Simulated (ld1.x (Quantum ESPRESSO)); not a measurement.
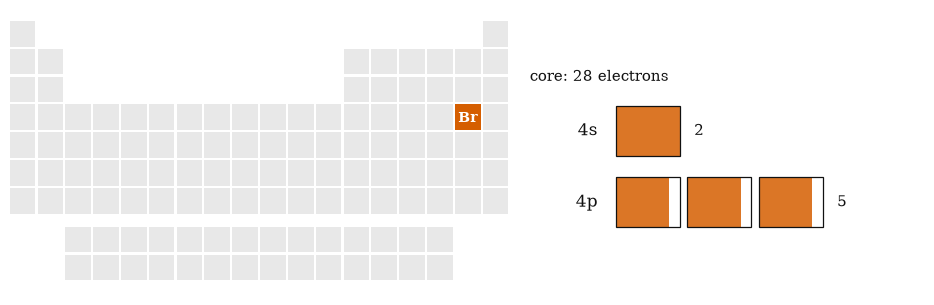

Left, the place of bromine in the periodic table; right, the valence shells of the reference configuration: a box for each of the 2l + 1 orbitals, shaded by the share of the shell that is filled, with the electron count at the right.

**Pseudopotential generation, with input and output: Br**

- system: bromine (Br, Z = 35), core [Ar] 3d10, reference valence 4s2 4p5, valence charge 7.
- method: TM potential, PBE, scalar-relativistic, made with ld1.x (Quantum ESPRESSO) 7.5

Input file:
```
 &input
   title='Br', zed=35., rel=1, dft='PBE', iswitch=3,
   config='[Ar] 3d10 4s2 4p5',
   nld=2, rlderiv=1.35, eminld=-3.0, emaxld=5.0, deld=0.02
 /
 &inputp
   pseudotype=2, tm=.true., lloc=0,
   nlcc=.false.,
   file_pseudopw='Br.UPF', file_wfcaegen='ae.wfc', file_wfcncgen='nc.wfc', file_beta='beta', file_chi='chi'
 /
2
4P  2  1   5.00   0.00  1.20  1.20  0.0
4S  1  0   2.00   0.00  1.25  1.25  0.0
 &test
   configts(1)='4s2 4p5'
 /
```

Input of the test run:
```
 &input
   title='Br', zed=35., rel=1, dft='PBE', iswitch=2,
   config='[Ar] 3d10 4s2 4p5'
 /
 &test
   file_pseudo='Br.UPF', nconf=8,
   configts(1)='4s2 4p5',
   configts(2)='4s2 4p4',
   configts(3)='4s2 4p3',
   configts(4)='4s2 4p2',
   configts(5)='4s2 4p1',
   configts(6)='4s1 4p5',
   configts(7)='4s1 4p6',
   configts(8)='4s2 4p4.5'
 /
```

Run as:
```bash
ld1.x < Br.in > Br.out
```

The program's output:
```
     Program LD1 v.7.5
     --------------------------- All-electron run ----------------------------

     Br
     scalar relativistic calculation

     atomic number is 35.00
     dft =PBE   lsd =0 sic =0 latt =0  beta=0.20 tr2=1.0E-14
     Exchange-correlation= PBE
                           (   1   4   3   4   0   0   0)
     mesh =1213 r(mesh) =  98.95369 a.u. xmin = -7.00 dx = 0.01250
     1 Ry =  13.60569312 eV, c = 137.03599908

     n l     nl                  e(Ry)          e(Ha)          e(eV)
     1 0     1S 1( 2.00)      -978.8645      -489.4322    -13318.1300
     2 0     2S 1( 2.00)      -127.3806       -63.6903     -1733.1013
     2 1     2P 1( 6.00)      -112.3470       -56.1735     -1528.5587
     3 0     3S 1( 2.00)       -17.4982        -8.7491      -238.0753
     3 1     3P 1( 6.00)       -12.7514        -6.3757      -173.4923
     3 2     3D 1(10.00)        -4.9037        -2.4519       -66.7184
     4 0     4S 1( 2.00)        -1.4798        -0.7399       -20.1342
     4 1     4P 1( 5.00)        -0.5777        -0.2888        -7.8596

     final scf error:  9.2E-15 reached in  38 iterations

     Etot =   -5212.829535 Ry,   -2606.414768 Ha,  -70924.158959 eV

     Ekin =    5325.613312 Ry,    2662.806656 Ha,   72458.660419 eV
     Encl =  -12569.667307 Ry,   -6284.833654 Ha, -171019.036043 eV
     Eh   =    2215.406330 Ry,    1107.703165 Ha,   30142.138670 eV
     Exc  =    -184.181870 Ry,     -92.090935 Ha,   -2505.922004 eV

     normalization and overlap integrals

     s(1S/1S) =  1.000000  <r> =   0.0427  <r2> =    0.0025  r(max) =   0.0279
     s(2S/2S) =  1.000000  <r> =   0.1895  <r2> =    0.0424  r(max) =   0.1584
     s(2P/2P) =  1.000000  <r> =   0.1654  <r2> =    0.0335  r(max) =   0.1280
     s(3S/3S) =  1.000000  <r> =   0.5514  <r2> =    0.3498  r(max) =   0.4817
     s(3P/3P) =  1.000000  <r> =   0.5641  <r2> =    0.3728  r(max) =   0.4817
     s(3D/3D) =  1.000000  <r> =   0.5904  <r2> =    0.4326  r(max) =   0.4305
     s(4S/4S) =  1.000000  <r> =   1.6749  <r2> =    3.2214  r(max) =   1.4115
     s(4P/4P) =  1.000000  <r> =   2.1055  <r2> =    5.2358  r(max) =   1.6606

     ------------------------ End of All-electron run ------------------------

     --------------------- Generating NC pseudopotential ---------------------

      Generating local pot.: lloc=0, matching radius rcloc =   1.2500

      Wfc   4P  rcut= 1.215  Using Troullier-Martins method

     ------------------- End of pseudopotential generation -------------------

     --------------------------- All-electron run ----------------------------

     Br
     scalar relativistic calculation

     atomic number is 35.00
     dft =PBE   lsd =0 sic =0 latt =0  beta=0.20 tr2=1.0E-14
     Exchange-correlation= PBE
                           (   1   4   3   4   0   0   0)
     mesh =1213 r(mesh) =  98.95369 a.u. xmin = -7.00 dx = 0.01250
     1 Ry =  13.60569312 eV, c = 137.03599908

     n l     nl                  e(Ry)          e(Ha)          e(eV)
     1 0     1S 1( 2.00)      -978.8645      -489.4322    -13318.1300
     2 0     2S 1( 2.00)      -127.3806       -63.6903     -1733.1013
     2 1     2P 1( 6.00)      -112.3470       -56.1735     -1528.5587
     3 0     3S 1( 2.00)       -17.4982        -8.7491      -238.0753
     3 1     3P 1( 6.00)       -12.7514        -6.3757      -173.4923
     3 2     3D 1(10.00)        -4.9037        -2.4519       -66.7184
     4 0     4S 1( 2.00)        -1.4798        -0.7399       -20.1342
     4 1     4P 1( 5.00)        -0.5777        -0.2888        -7.8596

     final scf error:  9.2E-15 reached in  38 iterations

     Etot =   -5212.829535 Ry,   -2606.414768 Ha,  -70924.158959 eV

     Ekin =    5325.613312 Ry,    2662.806656 Ha,   72458.660419 eV
     Encl =  -12569.667307 Ry,   -6284.833654 Ha, -171019.036043 eV
     Eh   =    2215.406330 Ry,    1107.703165 Ha,   30142.138670 eV
     Exc  =    -184.181870 Ry,     -92.090935 Ha,   -2505.922004 eV

     normalization and overlap integrals

     s(1S/1S) =  1.000000  <r> =   0.0427  <r2> =    0.0025  r(max) =   0.0279
     s(2S/2S) =  1.000000  <r> =   0.1895  <r2> =    0.0424  r(max) =   0.1584
     s(2P/2P) =  1.000000  <r> =   0.1654  <r2> =    0.0335  r(max) =   0.1280
     s(3S/3S) =  1.000000  <r> =   0.5514  <r2> =    0.3498  r(max) =   0.4817
     s(3P/3P) =  1.000000  <r> =   0.5641  <r2> =    0.3728  r(max) =   0.4817
     s(3D/3D) =  1.000000  <r> =   0.5904  <r2> =    0.4326  r(max) =   0.4305
     s(4S/4S) =  1.000000  <r> =   1.6749  <r2> =    3.2214  r(max) =   1.4115
     s(4P/4P) =  1.000000  <r> =   2.1055  <r2> =    5.2358  r(max) =   1.6606

     ------------------------ End of All-electron run ------------------------

     Computing logarithmic derivative in   1.35110
     Computing logarithmic derivative in   1.35110
     Computing the partial wave expansion
       no projector for channel:   0
     R is outside the sphere for l=    1 j= 0.00

     ---------------------- Testing the pseudopotential ----------------------

     Br
     scalar relativistic calculation

     atomic number is 35.00   valence charge is  7.00
     dft =PBE   lsd =0 sic =0 latt =0  beta=0.20 tr2=1.0E-14
     mesh =1213 r(mesh) =  98.95369 xmin = -7.00 dx = 0.01250

     n l     nl             e AE (Ry)        e PS (Ry)    De AE-PS (Ry)
     1 0     4S   1( 2.00)       -1.47984       -1.47984        0.00001
     2 1     4P   1( 5.00)       -0.57767       -0.57765       -0.00002

     eps = 2.7E-15  iter = 19

     Etot =   -5212.829535 Ry,   -2606.414768 Ha,  -70924.158959 eV
     Etotps =   -26.758087 Ry,     -13.379044 Ha,    -364.062326 eV

     Ekin =       8.816942 Ry,       4.408471 Ha,     119.960610 eV
     Encl =     -52.350394 Ry,     -26.175197 Ha,    -712.263395 eV
     Ehrt =      22.387043 Ry,      11.193522 Ha,     304.591240 eV
     Ecxc =      -5.014506 Ry,      -2.507253 Ha,     -68.225827 eV
     Epseu=      -0.597173 Ry,      -0.298587 Ha,      -8.124954 eV

     ---------------------- End of pseudopotential test ----------------------
```

Output of the test run (extracts):
```
     ---------------------- Testing the pseudopotential ----------------------

     Br
     scalar relativistic calculation

     atomic number is 35.00   valence charge is  7.00
     dft =PBE   lsd =0 sic =0 latt =0  beta=0.20 tr2=1.0E-14
     mesh =1213 r(mesh) =  98.95369 xmin = -7.00 dx = 0.01250

     n l     nl             e AE (Ry)        e PS (Ry)    De AE-PS (Ry)
     1 0     4S   1( 2.00)       -1.47984       -1.47984        0.00001
     2 1     4P   1( 5.00)       -0.57767       -0.57765       -0.00002

     eps = 3.0E-15  iter = 19

     Etot =   -5212.829535 Ry,   -2606.414768 Ha,  -70924.158959 eV
     Etotps =   -26.758087 Ry,     -13.379044 Ha,    -364.062326 eV

     Ekin =       8.816942 Ry,       4.408471 Ha,     119.960610 eV
     Encl =     -52.350394 Ry,     -26.175197 Ha,    -712.263395 eV
     Ehrt =      22.387043 Ry,      11.193522 Ha,     304.591240 eV
     Ecxc =      -5.014506 Ry,      -2.507253 Ha,     -68.225827 eV
     Epseu=      -0.597173 Ry,      -0.298587 Ha,      -8.124954 eV

     ---------------------- End of pseudopotential test ----------------------

     ---------------------- Testing the pseudopotential ----------------------

     Br
     scalar relativistic calculation

     atomic number is 35.00   valence charge is  7.00
     dft =PBE   lsd =0 sic =0 latt =0  beta=0.20 tr2=1.0E-14
     mesh =1213 r(mesh) =  98.95369 xmin = -7.00 dx = 0.01250

     n l     nl             e AE (Ry)        e PS (Ry)    De AE-PS (Ry)
     1 0     4S   1( 2.00)       -2.23398       -2.23562        0.00164
     2 1     4P   1( 4.00)       -1.28406       -1.28510        0.00104

     eps = 9.6E-15  iter = 17

     Etot =   -5211.906836 Ry,   -2605.953418 Ha,  -70911.604995 eV
     Etotps =   -25.834786 Ry,     -12.917393 Ha,    -351.500176 eV
     dEtot_ae =       0.922699 Ry
     dEtot_ps =       0.923301 Ry,   Delta E=      -0.000602 Ry

     Ekin =       8.191429 Ry,       4.095715 Ha,     111.450071 eV
     Encl =     -46.682142 Ry,     -23.341071 Ha,    -635.142902 eV
     Ehrt =      17.506748 Ry,       8.753374 Ha,     238.191442 eV
     Ecxc =      -4.375751 Ry,      -2.187875 Ha,     -59.535119 eV
     Epseu=      -0.475071 Ry,      -0.237535 Ha,      -6.463668 eV

     ---------------------- End of pseudopotential test ----------------------

     ---------------------- Testing the pseudopotential ----------------------

     Br
     scalar relativistic calculation

     atomic number is 35.00   valence charge is  7.00
     dft =PBE   lsd =0 sic =0 latt =0  beta=0.20 tr2=1.0E-14
     mesh =1213 r(mesh) =  98.95369 xmin = -7.00 dx = 0.01250

     n l     nl             e AE (Ry)        e PS (Ry)    De AE-PS (Ry)
     1 0     4S   1( 2.00)       -3.07502       -3.07897        0.00395
     2 1     4P   1( 3.00)       -2.07453       -2.07713        0.00261

     eps = 1.8E-15  iter = 15

     Etot =   -5210.233974 Ry,   -2605.116987 Ha,  -70888.844544 eV
     Etotps =   -24.159830 Ry,     -12.079915 Ha,    -328.711230 eV
     dEtot_ae =       2.595562 Ry
     dEtot_ps =       2.598258 Ry,   Delta E=      -0.002696 Ry

     Ekin =       7.231078 Ry,       3.615539 Ha,      98.383822 eV
     Encl =     -40.239931 Ry,     -20.119966 Ha,    -547.492159 eV
     Ehrt =      12.837259 Ry,       6.418629 Ha,     174.659802 eV
     Ecxc =      -3.654604 Ry,      -1.827302 Ha,     -49.723419 eV
     Epseu=      -0.333631 Ry,      -0.166815 Ha,      -4.539277 eV

     ---------------------- End of pseudopotential test ----------------------

     ---------------------- Testing the pseudopotential ----------------------

     Br
     scalar relativistic calculation

     atomic number is 35.00   valence charge is  7.00
     dft =PBE   lsd =0 sic =0 latt =0  beta=0.20 tr2=1.0E-14
     mesh =1213 r(mesh) =  98.95369 xmin = -7.00 dx = 0.01250

     n l     nl             e AE (Ry)        e PS (Ry)    De AE-PS (Ry)
     1 0     4S   1( 2.00)       -3.98388       -3.98975        0.00587  !
     2 1     4P   1( 2.00)       -2.93163       -2.93513        0.00350

     eps = 5.6E-15  iter = 14

     Etot =   -5207.736308 Ry,   -2603.868154 Ha,  -70854.862071 eV
     Etotps =   -21.658556 Ry,     -10.829278 Ha,    -294.679673 eV
     dEtot_ae =       5.093227 Ry
     dEtot_ps =       5.099531 Ry,   Delta E=      -0.006304 Ry

     Ekin =       5.956152 Ry,       2.978076 Ha,      81.037572 eV
     Encl =     -33.177781 Ry,     -16.588890 Ha,    -451.406700 eV
     Ehrt =       8.646238 Ry,       4.323119 Ha,     117.638064 eV
     Ecxc =      -2.886428 Ry,      -1.443214 Ha,     -39.271860 eV
     Epseu=      -0.196737 Ry,      -0.098369 Ha,      -2.676748 eV

     ---------------------- End of pseudopotential test ----------------------

     ---------------------- Testing the pseudopotential ----------------------

     Br
     scalar relativistic calculation

     atomic number is 35.00   valence charge is  7.00
     dft =PBE   lsd =0 sic =0 latt =0  beta=0.20 tr2=1.0E-14
     mesh =1213 r(mesh) =  98.95369 xmin = -7.00 dx = 0.01250

     n l     nl             e AE (Ry)        e PS (Ry)    De AE-PS (Ry)
     1 0     4S   1( 2.00)       -4.94764       -4.95264        0.00500  !
     2 1     4P   1( 1.00)       -3.84312       -3.84416        0.00104

     eps = 1.0E-16  iter = 14

     Etot =   -5204.353576 Ry,   -2602.176788 Ha,  -70808.837653 eV
     Etotps =   -18.272521 Ry,      -9.136260 Ha,    -248.610312 eV
     dEtot_ae =       8.475960 Ry
     dEtot_ps =       8.485567 Ry,   Delta E=      -0.009607 Ry

     Ekin =       4.382535 Ry,       2.191268 Ha,      59.627430 eV
     Encl =     -25.599941 Ry,     -12.799971 Ha,    -348.304947 eV
     Ehrt =       5.128290 Ry,       2.564145 Ha,      69.773938 eV
     Ecxc =      -2.101735 Ry,      -1.050867 Ha,     -28.595561 eV
     Epseu=      -0.081670 Ry,      -0.040835 Ha,      -1.111171 eV

     ---------------------- End of pseudopotential test ----------------------

     ---------------------- Testing the pseudopotential ----------------------

     Br
     scalar relativistic calculation

     atomic number is 35.00   valence charge is  7.00
     dft =PBE   lsd =0 sic =0 latt =0  beta=0.20 tr2=1.0E-14
     mesh =1213 r(mesh) =  98.95369 xmin = -7.00 dx = 0.01250

     n l     nl             e AE (Ry)        e PS (Ry)    De AE-PS (Ry)
     1 0     4S   1( 1.00)       -2.29409       -2.29582        0.00173
     2 1     4P   1( 5.00)       -1.33246       -1.33414        0.00168

     eps = 5.5E-15  iter = 23

     Etot =   -5210.951055 Ry,   -2605.475528 Ha,  -70898.600937 eV
     Etotps =   -24.878625 Ry,     -12.439313 Ha,    -338.490942 eV
     dEtot_ae =       1.878480 Ry
     dEtot_ps =       1.879462 Ry,   Delta E=      -0.000982 Ry

     Ekin =       8.900648 Ry,       4.450324 Ha,     121.099485 eV
     Encl =     -46.105065 Ry,     -23.052532 Ha,    -627.291359 eV
     Ehrt =      17.173308 Ry,       8.586654 Ha,     233.654757 eV
     Ecxc =      -4.299706 Ry,      -2.149853 Ha,     -58.500482 eV
     Epseu=      -0.547811 Ry,      -0.273905 Ha,      -7.453343 eV

     ---------------------- End of pseudopotential test ----------------------

     ---------------------- Testing the pseudopotential ----------------------

     Br
     scalar relativistic calculation

     atomic number is 35.00   valence charge is  7.00
     dft =PBE   lsd =0 sic =0 latt =0  beta=0.20 tr2=1.0E-14
     mesh =1213 r(mesh) =  98.95369 xmin = -7.00 dx = 0.01250

     n l     nl             e AE (Ry)        e PS (Ry)    De AE-PS (Ry)
     1 0     4S   1( 1.00)       -1.53798       -1.53792       -0.00006
     2 1     4P   1( 6.00)       -0.62168       -0.62215        0.00047

     eps = 8.7E-15  iter = 26

     Etot =   -5211.920279 Ry,   -2605.960139 Ha,  -70911.787892 eV
     Etotps =   -25.849016 Ry,     -12.924508 Ha,    -351.693777 eV
     dEtot_ae =       0.909257 Ry
     dEtot_ps =       0.909072 Ry,   Delta E=       0.000185 Ry

     Ekin =       9.497037 Ry,       4.748519 Ha,     129.213773 eV
     Encl =     -51.769433 Ry,     -25.884716 Ha,    -704.359015 eV
     Ehrt =      22.034013 Ry,      11.017007 Ha,     299.788025 eV
     Ecxc =      -4.943119 Ry,      -2.471560 Ha,     -67.254560 eV
     Epseu=      -0.667515 Ry,      -0.333757 Ha,      -9.082000 eV

     ---------------------- End of pseudopotential test ----------------------

     ---------------------- Testing the pseudopotential ----------------------

     Br
     scalar relativistic calculation

     atomic number is 35.00   valence charge is  7.00
     dft =PBE   lsd =0 sic =0 latt =0  beta=0.20 tr2=1.0E-14
     mesh =1213 r(mesh) =  98.95369 xmin = -7.00 dx = 0.01250

     n l     nl             e AE (Ry)        e PS (Ry)    De AE-PS (Ry)
     1 0     4S   1( 2.00)       -1.84438       -1.84508        0.00070
     2 1     4P   1( 4.50)       -0.91887       -0.91927        0.00041

     eps = 4.9E-15  iter = 16

     Etot =   -5212.456550 Ry,   -2606.228275 Ha,  -70919.084238 eV
     Etotps =   -26.384949 Ry,     -13.192475 Ha,    -358.985520 eV
     dEtot_ae =       0.372985 Ry
     dEtot_ps =       0.373138 Ry,   Delta E=      -0.000153 Ry

     Ekin =       8.547456 Ry,       4.273728 Ha,     116.294064 eV
     Encl =     -49.626152 Ry,     -24.813076 Ha,    -675.198200 eV
     Ehrt =      19.942086 Ry,       9.971043 Ha,     271.325899 eV
     Ecxc =      -4.708124 Ry,      -2.354062 Ha,     -64.057286 eV
     Epseu=      -0.540215 Ry,      -0.270107 Ha,      -7.349996 eV

     ---------------------- End of pseudopotential test ----------------------
```

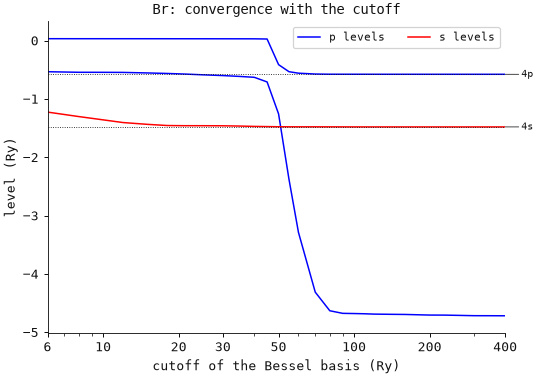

The pseudo-atom Hamiltonian at the reference potential is diagonalised in spherical Bessel functions (20 bohr box) up to the cutoff. Curves: the lowest levels of each channel that holds a bound state. Dotted lines: the all-electron valence levels.

- Ghost states: ghost state below the valence levels: p at -64.2 eV. A ghost is a state of the pseudo-atom that lies below a valence level of its channel, or is bound in a channel without one, and matches no all-electron valence level; bound levels above the valence ones can be real empty states. In Ry: p -4.72.
- Onset of the ghost: the lowest p curve lies clearly below the lowest valence level of its channel from about 45 Ry on and ends at -4.72 Ry. A test at a low cutoff would miss it.
- All-electron valence levels: 4p: -0.58 Ry; 4s: -1.48 Ry.

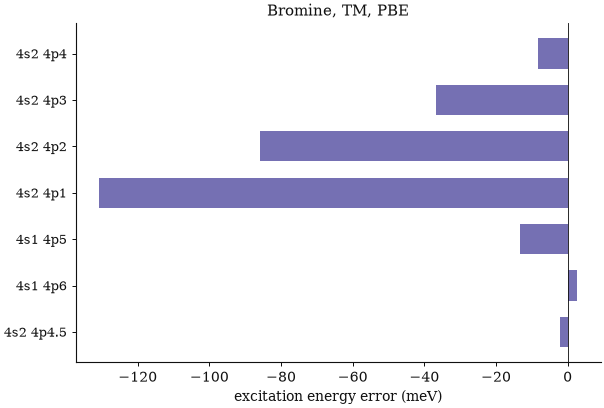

Errors, all-electron minus pseudo, of the energies of valence configurations relative to the unpolarised reference 4s2 4p5.

- Worst configuration: 4s2 4p1 (charge +4): the error is -131 meV on an all-electron energy of +115.32 eV relative to the reference, or 0.11 %.
- Configurations within 10 meV and within 50 meV: 3 and 5 of 7.
- Errors in meV: 4s2 4p4: -8.2; 4s2 4p3: -37; 4s2 4p2: -86; 4s2 4p1: -131; 4s1 4p5: -13; 4s1 4p6: +2.5; 4s2 4p4.5: -2.1. The potential isn't sound: its ghost test gives ghost state below the valence levels: p at -64.2 eV.

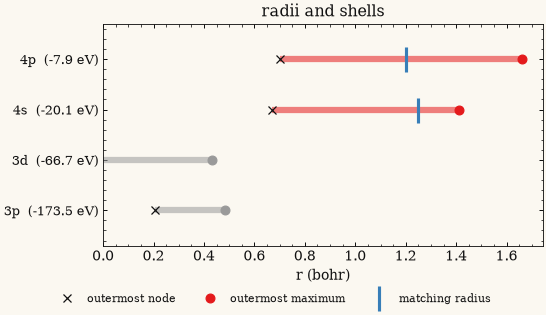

Outer shells of the all-electron reference atom: each bar runs from the outermost node (or the nucleus) to the outermost maximum of u(r); the tick is the radius chosen for the pseudo-wave. Shells without a tick have no pseudo-wave of their own. Levels, nodes and maxima are from ld1.x, scalar-relativistic.

- Radii against the shells: 4s: 1.25 bohr, between node and maximum; 4p: 1.20 bohr, between node and maximum.

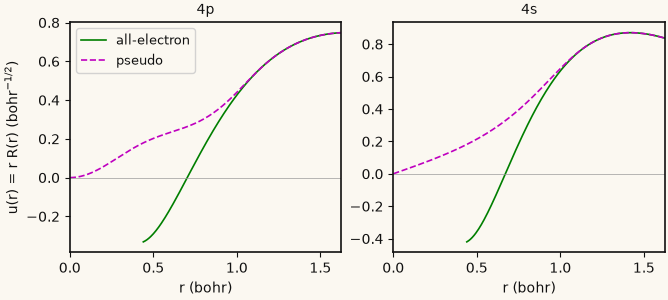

Pseudo-waves (dashed) against the all-electron radial functions (solid). The innermost oscillations of some all-electron curves aren't drawn. Reference configuration 4s2 4p5.

- Matching radii: 4p at 1.20 bohr; 4s at 1.25 bohr. The curves merge smoothly, so the plot gives these only roughly.
- Nodes of the pseudo-waves: 4p has no node; 4s has no node.

Key numbers:

- outcome: generated, with a ghost state
- cutoffs needed: 80 Ry and 180 Ry (the cutoffs, on a coarse ladder, from which the occupation-weighted sum of valence levels, in a spherical-Bessel basis at the reference potential, stays within 10 and 1 mRy of its value at 400 Ry); ghost states and empty shells don't enter this sum
- ghost test: ghost state below the valence levels: p at -64.2 eV (spherical-Bessel basis up to 400 Ry, 20 bohr box)
- largest excitation error: -131 meV (all-electron minus pseudo) for 4s2 4p1, out of 7 test configurations
- range over which the phases arctan(r u′/u) at the test radius agree within 0.05 rad (a looser test near the poles than one of phase shifts): s: over the whole range computed; p: up to about 1.3 Ry
- hardware: 1 CPU thread, shared host
- wall time: 3.9 s

Remarks:

The potential has a bound ghost state, so it can't be used as it stands.
